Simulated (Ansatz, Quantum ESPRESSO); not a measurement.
# Predicting the next point of a tunnelling series: vacuum gaps between two Al(100) faces

How the rows were computed: Quantum ESPRESSO 7.5 (pw.x, pwcond.x), PBE, GBRV ultrasoft; geometry as built. T is the transmission per spin at the Fermi level, averaged over the mesh across the current, in a cell of 8.16 Å². The series steps the width of the vacuum gap.

```tsv
width (Å)	T
5	0.0588
7	0.00207
8	0.000208
```

One more run was made and is withheld. What is T at 9 Å?

By hand: In the tunnelling regime ln T falls linearly. The last two rows give a slope of ln(0.00207/0.000208)/(8 − 7) = 2.298 per Å, so T(9) ≈ 0.000208 × exp(−2.298 × 1) = 2.09e−5.

What the calculation gave: T = 2.05e−5; the estimate is 1.02 times that. The slope over the last interval is 2.317: the same within 8 %. Points of the mesh with over 2.5 times the mean carry 81 % of this T, so the value leans on the mesh. A second code, Ansatz 0.2.0, gives 3.3e−5.

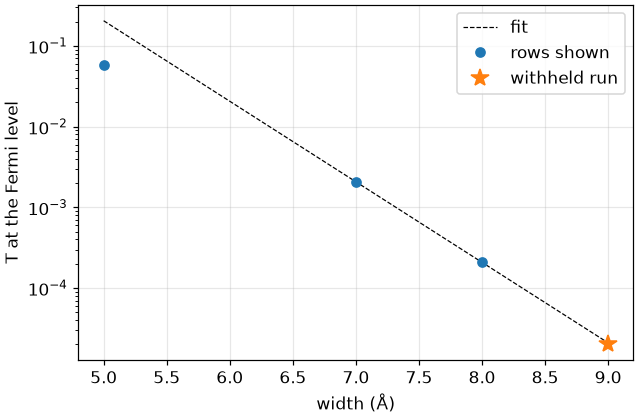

The rows shown, the fit and the withheld run.

**Limits.** Short leads, unrelaxed atoms, a barrier without the image potential and an untested mesh. 1 more width failed or gave a T or channel count that the second code didn't bear out, and is not listed.

[Logs are printed without paths, hosts, clocks, repeated set-up lines and the standing remarks that a program may print on its own settings, such as how far it seeks lower states.]
